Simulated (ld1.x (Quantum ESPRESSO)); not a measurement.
**An RRKJ potential for Ga, from input to tests**

Task: generate the file, and judge it by its errors in other configurations, its logarithmic derivatives, its ghosts and its cutoff.

The numbers are computed with ld1.x (Quantum ESPRESSO) 7.5 (PBE, scalar-relativistic, spin-unpolarised reference atom).

## 1. Starting point

Typed settings, in words:

| Quantity | Value |
| --- | --- |
| element | gallium (Ga, Z = 31) |
| type | norm-conserving RRKJ (Kleinman–Bylander form) |
| frozen core | [Ar] |
| valence charge | 13 |
| reference configuration | 3d10 4s2 4p1 |
| partial waves | 4s (bound): rc 1.85 bohr; 4p (bound): rc 1.65 bohr; 3d (bound): rc 0.65 bohr |
| local potential | the d channel |
| core correction | not asked for |

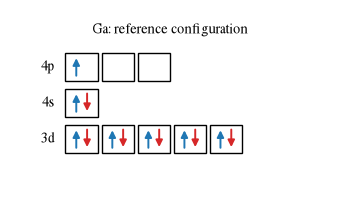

The outer shells as boxes. The arrows follow Hund's rule for the drawing; the calculation itself is spin-unpolarised.

An earlier all-electron run gives the scale for the radii.

All-electron outer shells of the reference configuration (PBE, scalar-relativistic, ld1.x):

```
shell  level (eV)  outermost node (bohr)  outermost maximum (bohr)
   3s     -148.13                   0.27                      0.56
   3p      -98.86                   0.24                      0.56
   3d      -19.15                      –                      0.53
   4s       -8.95                   0.81                      1.90
   4p       -2.58                   0.87                      2.53
```

## 2. Generation

File Ga.in:

```
 &input
   title='Ga', zed=31., rel=1, dft='PBE', iswitch=3,
   config='[Ar] 3d10 4s2 4p1',
   nld=3, rlderiv=2.00, eminld=-3.0, emaxld=5.0, deld=0.02
 /
 &inputp
   pseudotype=2, tm=.false., rho0=0.005, lloc=2,
   nlcc=.false.,
   file_pseudopw='Ga.UPF', file_wfcaegen='ae.wfc', file_wfcncgen='nc.wfc', file_beta='beta', file_chi='chi'
 /
3
4S  1  0   2.00   0.00  1.85  1.85  0.0
4P  2  1   1.00   0.00  1.65  1.65  0.0
3D  3  2  10.00   0.00  0.65  0.65  0.0
 &test
   configts(1)='3d10 4s2 4p1'
 /
```

On the command line:

```console
$ ld1.x < Ga.in > Ga.out
```

The output, Ga.out (without the banner and most projector matrices):

```text
     Program LD1 v.7.5
     --------------------------- All-electron run ----------------------------

     Ga
     scalar relativistic calculation

     atomic number is 31.00
     dft =PBE   lsd =0 sic =0 latt =0  beta=0.20 tr2=1.0E-14
     Exchange-correlation= PBE
                           (   1   4   3   4   0   0   0)
     mesh =1205 r(mesh) = 101.09016 a.u. xmin = -7.00 dx = 0.01250
     1 Ry =  13.60569312 eV, c = 137.03599908

     n l     nl                  e(Ry)          e(Ha)          e(eV)
     1 0     1S 1( 2.00)      -751.8885      -375.9443    -10229.9645
     2 0     2S 1( 2.00)       -92.7792       -46.3896     -1262.3250
     2 1     2P 1( 6.00)       -80.7630       -40.3815     -1098.8366
     3 0     3S 1( 2.00)       -10.8870        -5.4435      -148.1258
     3 1     3P 1( 6.00)        -7.2660        -3.6330       -98.8592
     3 2     3D 1(10.00)        -1.4078        -0.7039       -19.1544
     4 0     4S 1( 2.00)        -0.6577        -0.3288        -8.9483
     4 1     4P 1( 1.00)        -0.1896        -0.0948        -2.5791

     final scf error:  1.8E-15 reached in  28 iterations

     Etot =   -3887.879138 Ry,   -1943.939569 Ha,  -52897.290452 eV

     Ekin =    3953.977613 Ry,    1976.988806 Ha,   53796.606017 eV
     Encl =   -9369.232565 Ry,   -4684.616282 Ha, -127474.903073 eV
     Eh   =    1678.315257 Ry,     839.157629 Ha,   22834.642352 eV
     Exc  =    -150.939443 Ry,     -75.469722 Ha,   -2053.635748 eV

     normalization and overlap integrals

     s(1S/1S) =  1.000000  <r> =   0.0486  <r2> =    0.0032  r(max) =   0.0319
     s(2S/2S) =  1.000000  <r> =   0.2178  <r2> =    0.0560  r(max) =   0.1833
     s(2P/2P) =  1.000000  <r> =   0.1907  <r2> =    0.0446  r(max) =   0.1464
     s(3S/3S) =  1.000000  <r> =   0.6518  <r2> =    0.4906  r(max) =   0.5647
     s(3P/3P) =  1.000000  <r> =   0.6791  <r2> =    0.5442  r(max) =   0.5647
     s(3D/3D) =  1.000000  <r> =   0.8106  <r2> =    0.8629  r(max) =   0.5305
     s(4S/4S) =  1.000000  <r> =   2.3423  <r2> =    6.3902  r(max) =   1.8984
     s(4P/4P) =  1.000000  <r> =   3.4262  <r2> =   14.2371  r(max) =   2.5307

     ------------------------ End of All-electron run ------------------------

     --------------------- Generating NC pseudopotential ---------------------

      Generating local pot.: lloc=2, matching radius rcloc =   0.6500

      Wfc   4S  rcut= 1.852  Estimated cut-off energy=       12.86 Ry
      Using 4 Bessel functions for this wfc, rho(0) = 0.005
      This function has    0 nodes for 0 < r <    1.852

      Wfc   4P  rcut= 1.634  Estimated cut-off energy=       63.11 Ry
      This function has    0 nodes for 0 < r <    1.634

     ------------------- End of pseudopotential generation -------------------

     [... the all-electron block is printed once more ...]


     Computing logarithmic derivative in   2.00829
     Computing logarithmic derivative in   2.00829
     Computing the partial wave expansion
     R is outside the sphere for l=    0 j= 0.00
     R is outside the sphere for l=    1 j= 0.00
       no projector for channel:   2

     ---------------------- Testing the pseudopotential ----------------------

     Ga
     scalar relativistic calculation

     atomic number is 31.00   valence charge is 13.00
     dft =PBE   lsd =0 sic =0 latt =0  beta=0.20 tr2=1.0E-14
     mesh =1205 r(mesh) = 101.09016 xmin = -7.00 dx = 0.01250

     n l     nl             e AE (Ry)        e PS (Ry)    De AE-PS (Ry)
     3 2     3D   1(10.00)       -1.40782       -1.40765       -0.00018
     1 0     4S   1( 2.00)       -0.65769       -0.65769        0.00000
     2 1     4P   1( 1.00)       -0.18956       -0.18956       -0.00000

     eps = 3.8E-15  iter = 31

     Etot =   -3887.879138 Ry,   -1943.939569 Ha,  -52897.290452 eV
     Etotps =  -153.985254 Ry,     -76.992627 Ha,   -2095.076113 eV

     Ekin =     248.261859 Ry,     124.130929 Ha,    3377.774666 eV
     Encl =    -527.732854 Ry,    -263.866427 Ha,   -7180.171262 eV
     Ehrt =     144.590374 Ry,      72.295187 Ha,    1967.252256 eV
     Ecxc =     -20.668846 Ry,     -10.334423 Ha,    -281.213974 eV
     Epseu=       1.564213 Ry,       0.782106 Ha,      21.282201 eV

     ---------------------- End of pseudopotential test ----------------------
```

Wall time 2 s (1 thread of Neoverse-V1, shared host). (Generation and the later configuration tests together.)

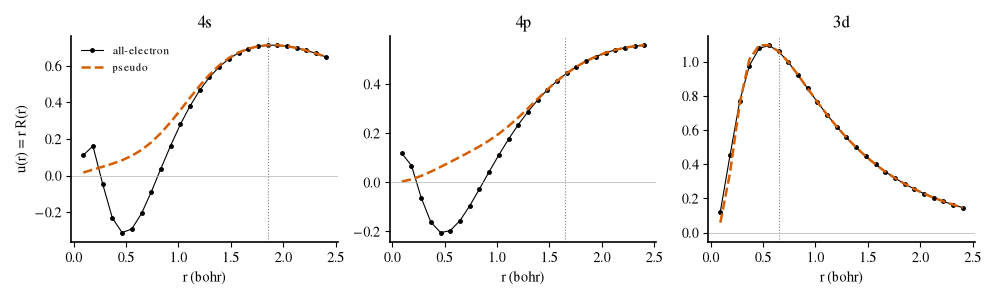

All-electron and pseudo partial waves (4s, 4p, 3d), with the matching radii dotted. The curves join 26 sampled radii, too few to resolve the innermost nodes.

## 3. Transferability test

File Ga.test.in:

```
 &input
   title='Ga', zed=31., rel=1, dft='PBE', iswitch=2,
   config='[Ar] 3d10 4s2 4p1'
 /
 &test
   file_pseudo='Ga.UPF', nconf=8,
   configts(1)='3d10 4s2 4p1',
   configts(2)='3d10 4s2 4p0',
   configts(3)='3d10 4s1 4p0',
   configts(4)='3d10 4s0 4p0',
   configts(5)='3d10 4s1 4p2',
   configts(6)='3d10 4s0 4p3',
   configts(7)='3d10 4s2 4p1.3',
   configts(8)='3d9 4s0 4p0'
 /
```

On the command line:

```console
$ ld1.x < Ga.test.in > Ga.test.out
```

Ga.test.out, the pseudopotential blocks, each with the warnings that came before it:

```text
     ---------------------- Testing the pseudopotential ----------------------

     Ga
     scalar relativistic calculation

     atomic number is 31.00   valence charge is 13.00
     dft =PBE   lsd =0 sic =0 latt =0  beta=0.20 tr2=1.0E-14
     mesh =1205 r(mesh) = 101.09016 xmin = -7.00 dx = 0.01250

     n l     nl             e AE (Ry)        e PS (Ry)    De AE-PS (Ry)
     3 2     3D   1(10.00)       -1.40782       -1.40765       -0.00018
     1 0     4S   1( 2.00)       -0.65769       -0.65769        0.00000
     2 1     4P   1( 1.00)       -0.18956       -0.18956       -0.00000

     eps = 6.1E-15  iter = 40

     Etot =   -3887.879138 Ry,   -1943.939569 Ha,  -52897.290452 eV
     Etotps =  -153.985254 Ry,     -76.992627 Ha,   -2095.076113 eV

     Ekin =     248.261859 Ry,     124.130929 Ha,    3377.774666 eV
     Encl =    -527.732854 Ry,    -263.866427 Ha,   -7180.171261 eV
     Ehrt =     144.590374 Ry,      72.295187 Ha,    1967.252256 eV
     Ecxc =     -20.668846 Ry,     -10.334423 Ha,    -281.213974 eV
     Epseu=       1.564213 Ry,       0.782106 Ha,      21.282201 eV

     ---------------------- End of pseudopotential test ----------------------

     BEWARE! Errors in PS-KS equations
     Warning: n=1, l=0 expected 0 nodes, found 1
     Warning: n=2, l=1 expected 0 nodes, found 1
     ---------------------- Testing the pseudopotential ----------------------

     Ga
     [...]
     n l     nl             e AE (Ry)        e PS (Ry)    De AE-PS (Ry)
     3 2     3D   1(10.00)       -2.01549       -3.82971        1.81422  !
     1 0     4S   1( 2.00)       -1.20034       -1.20106        0.00072
     2 1     4P   1( 0.00)       -0.66647       -0.66647        0.00000

     eps = 6.1E-15  iter = 36

     Etot =   -3887.461073 Ry,   -1943.730537 Ha,  -52891.602393 eV
     Etotps =  -152.124482 Ry,     -76.062241 Ha,   -2069.759018 eV
     dEtot_ae =       0.418065 Ry
     dEtot_ps =       1.860772 Ry,   Delta E=      -1.442708 Ry

     [...]
     ---------------------- End of pseudopotential test ----------------------

     BEWARE! Errors in PS-KS equations
     ---------------------- Testing the pseudopotential ----------------------

     Ga
     [...]
     n l     nl             e AE (Ry)        e PS (Ry)    De AE-PS (Ry)
     3 2     3D   1(10.00)       -2.89274       -3.82971        0.93697  !
     1 0     4S   1( 1.00)       -1.91606       -2.87509        0.95903  !
     2 1     4P   1( 0.00)       -1.30377       -1.30377        0.00000

     eps = 8.8E-15  iter = 68

     Etot =   -3885.908206 Ry,   -1942.954103 Ha,  -52870.474558 eV
     Etotps =  -152.597452 Ry,     -76.298726 Ha,   -2076.194106 eV
     dEtot_ae =       1.970932 Ry
     dEtot_ps =       1.387802 Ry,   Delta E=       0.583130 Ry

     [...]
     ---------------------- End of pseudopotential test ----------------------

     ---------------------- Testing the pseudopotential ----------------------

     Ga
     [...]
     n l     nl             e AE (Ry)        e PS (Ry)    De AE-PS (Ry)
     3 2     3D   1(10.00)       -3.85756       -3.82971       -0.02786  !
     1 0     4S   1( 0.00)       -2.68834       -3.05531        0.36698  !
     2 1     4P   1( 0.00)       -1.99942       -1.99503       -0.00440

     eps = 7.2E-16  iter = 14

     Etot =   -3883.609747 Ry,   -1941.804873 Ha,  -52839.202424 eV
     Etotps =  -149.722361 Ry,     -74.861181 Ha,   -2037.076498 eV
     dEtot_ae =       4.269391 Ry
     dEtot_ps =       4.262893 Ry,   Delta E=       0.006498 Ry

     [...]
     ---------------------- End of pseudopotential test ----------------------

     ---------------------- Testing the pseudopotential ----------------------

     Ga
     [...]
     n l     nl             e AE (Ry)        e PS (Ry)    De AE-PS (Ry)
     3 2     3D   1(10.00)       -1.54605       -1.53923       -0.00682  !
     1 0     4S   1( 1.00)       -0.73819       -0.73727       -0.00092
     2 1     4P   1( 2.00)       -0.24611       -0.24583       -0.00027

     eps = 1.2E-15  iter = 84

     Etot =   -3887.398627 Ry,   -1943.699314 Ha,  -52890.752772 eV
     Etotps =  -153.505058 Ry,     -76.752529 Ha,   -2088.542715 eV
     dEtot_ae =       0.480511 Ry
     dEtot_ps =       0.480196 Ry,   Delta E=       0.000315 Ry

     [...]
     ---------------------- End of pseudopotential test ----------------------

     ---------------------- Testing the pseudopotential ----------------------

     Ga
     [...]
     n l     nl             e AE (Ry)        e PS (Ry)    De AE-PS (Ry)
     3 2     3D   1(10.00)       -1.67078       -1.66175       -0.00903  !
     1 0     4S   1( 0.00)       -0.80735       -0.86537        0.05802  !
     2 1     4P   1( 3.00)       -0.29537       -0.29505       -0.00032

     eps = 3.6E-15  iter = 26

     Etot =   -3886.896388 Ry,   -1943.448194 Ha,  -52883.919461 eV
     Etotps =  -153.003475 Ry,     -76.501737 Ha,   -2081.718326 eV
     dEtot_ae =       0.982750 Ry
     dEtot_ps =       0.981779 Ry,   Delta E=       0.000971 Ry

     [...]
     ---------------------- End of pseudopotential test ----------------------

     ---------------------- Testing the pseudopotential ----------------------

     Ga
     [...]
     n l     nl             e AE (Ry)        e PS (Ry)    De AE-PS (Ry)
     3 2     3D   1(10.00)       -1.26683       -1.26746        0.00063
     1 0     4S   1( 2.00)       -0.52577       -0.52588        0.00012
     2 1     4P   1( 1.30)       -0.07511       -0.07515        0.00004

     eps = 4.7E-15  iter = 35

     Etot =   -3887.918382 Ry,   -1943.959191 Ha,  -52897.824395 eV
     Etotps =  -154.024509 Ry,     -77.012255 Ha,   -2095.610206 eV
     dEtot_ae =      -0.039244 Ry
     dEtot_ps =      -0.039255 Ry,   Delta E=       0.000011 Ry

     [...]
     ---------------------- End of pseudopotential test ----------------------

     ---------------------- Testing the pseudopotential ----------------------

     Ga
     [...]
     n l     nl             e AE (Ry)        e PS (Ry)    De AE-PS (Ry)
     3 2     3D   1( 9.00)       -5.56487       -5.56355       -0.00132
     1 0     4S   1( 0.00)       -3.74360       -4.80169        1.05809  !
     2 1     4P   1( 0.00)       -2.94776       -2.94776        0.00000

     eps = 1.7E-15  iter = 14

     Etot =   -3878.914899 Ry,   -1939.457449 Ha,  -52775.325765 eV
     Etotps =  -145.043897 Ry,     -72.521948 Ha,   -1973.422747 eV
     dEtot_ae =       8.964239 Ry
     dEtot_ps =       8.941357 Ry,   Delta E=       0.022882 Ry

     [...]
     ---------------------- End of pseudopotential test ----------------------
```

2 tests gave no usable energy difference (3d10 4s2 4p0; 3d10 4s1 4p0).

Energies count from the reference configuration 3d10 4s2 4p1; the error is all-electron less pseudo.

| valence configuration | charge | ΔE all-electron (eV) | error AE − PS (meV) |
| --- | --- | --- | --- |
| 3d10 4s0 4p0 | +3 | 58.088 | +88 |
| 3d10 4s1 4p2 | 0 | 6.538 | +4.3 |
| 3d10 4s0 4p3 | 0 | 13.371 | +13 |
| 3d10 4s2 4p1.3 | -0.3 | -0.534 | +0.1 |
| 3d9 4s0 4p0 | +4 | 121.965 | +311 |

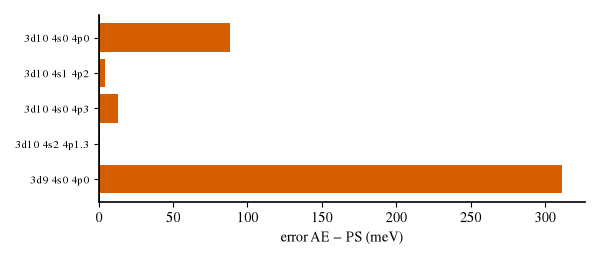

Error of the potential in each test configuration.

## 4. Scattering by logarithmic derivatives

Taken from the files of the generation run. The phase is arctan(r·u′/u) with u = r·R, unwrapped, with energies in Ry. A pole is an energy at which the radial function vanishes at the test radius. The pseudo phase is shifted by a multiple of π to meet the all-electron one at the reference energy. Levels narrower than the energy grid can be missing from the poles. The last column is the largest difference on the grid between −1 and +1 Ry.

```tsv
channel	radius (bohr)	reference (Ry)	poles AE	poles PS	window around the reference with phases within 0.05 rad (Ry)	largest difference near zero (rad)
s	2.01	-0.66	2.71	-0.20, 3.02	below -0.3	3.110
p	2.01	-0.19	4.21	3.30	below 2.5	0.027
d	2.01	-1.41	-1.25	-1.25	the whole range	0.001
```

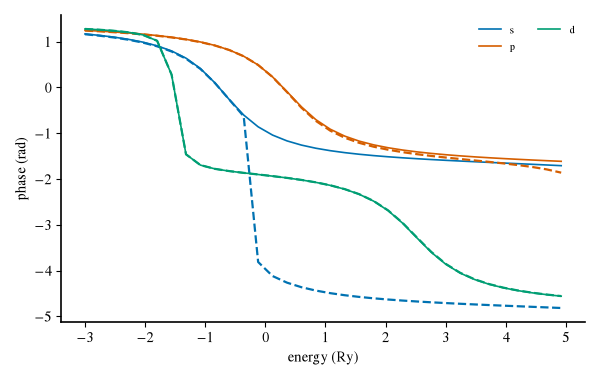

Phases by channel: all-electron solid, pseudo dashed.

## 5. Cutoff and ghost test in a Bessel basis

This step uses the generator's waves and projectors in a separate script. Basis: spherical Bessel functions vanishing at 20 bohr, q² up to the cutoff; potential fixed at the reference.

All-electron valence levels (Ry): 4s -0.6577, 4p -0.1896, 3d -1.4078. The lowest levels of each channel (Ry) by cutoff; the last column sums, over occupied levels, occupation times the distance from the level at 400 Ry. A positive value at high cutoff is not a bound level.

```tsv
cutoff (Ry)	s #1	s #2	p #1	p #2	d #1	f #1	Σ f·Δε (mRy)
8	-1.3754	-0.5886	-0.1871	0.0244	0.0466	0.1018	14654.8
18	-14.9665	-0.6483	-0.1913	0.0240	0.0459	0.1018	14527.3
35	-34.5737	-0.6560	-1.6531	-0.1880	0.0446	0.1018	14499.1
55	-49.2682	-0.6577	-7.3251	-0.1895	0.0407	0.1018	14455.3
90	-60.7214	-0.6577	-14.7994	-0.1896	-0.0682	0.1018	13366.0
140	-66.7800	-0.6577	-21.4056	-0.1896	-0.5232	0.1018	8816.1
230	-68.8509	-0.6577	-25.4091	-0.1896	-1.1675	0.1018	2372.9
400	-68.9922	-0.6577	-26.0260	-0.1896	-1.4048	0.1018	0.0
```

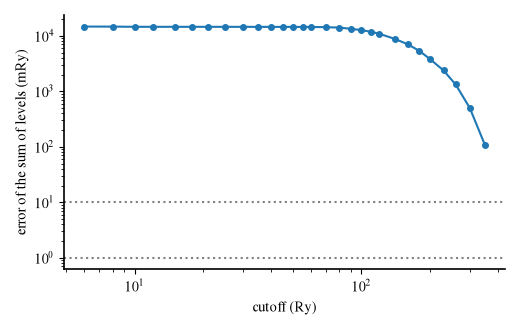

Occupation-weighted error of the valence levels against the cutoff; the dotted lines mark 10 and 1 mRy.

The sum stays within 10 mRy only somewhere over 300 Ry and within 1 mRy only somewhere over 300 Ry. The sum leaves out empty levels, which can need more. Ghost test: ghost states, bound below the all-electron valence or empty levels of the same l: s at -938.7 eV, p at -354.1 eV.

## 6. Outcome

| quantity | value |
| --- | --- |
| cutoffs for 10 and 1 mRy, occupied levels | over 300 Ry and over 300 Ry |
| bound ghosts | s at -938.69 eV, p at -354.10 eV |
| largest test error (AE − PS) | +311 meV, for 3d9 4s0 4p0 (2 tests unsolved) |
| largest phase difference near zero energy, channels read | 3.110 rad |

**Reading.** It has a bound ghost (s, p), a state that the atom doesn't have, and that rules the file out. By total energies transferability is fair for so large an energy: the largest error is 311 meV on 122.0 eV, for 3d9 4s0 4p0. That test lies far up in energy; among those under 40 eV, nearer to bonding, the largest error is 13 meV. Of the tests 2 gave no usable energy difference, which is a warning in itself. By its cutoff, over 300 Ry for the looser tolerance, it is very hard. The slowest occupied level is 3d: taken alone it needs over 300 Ry to come within 1 mRy, against 40 Ry for 4s. Near zero energy the largest phase difference among the channels read is 3.11 rad, in the s channel. A step near π is an extra or missing state, not a misfit of shape. The pseudo curves have a pole with no partner nearby in the atom's: s at -0.20 Ry. All of this concerns the isolated atom, not yet a solid.
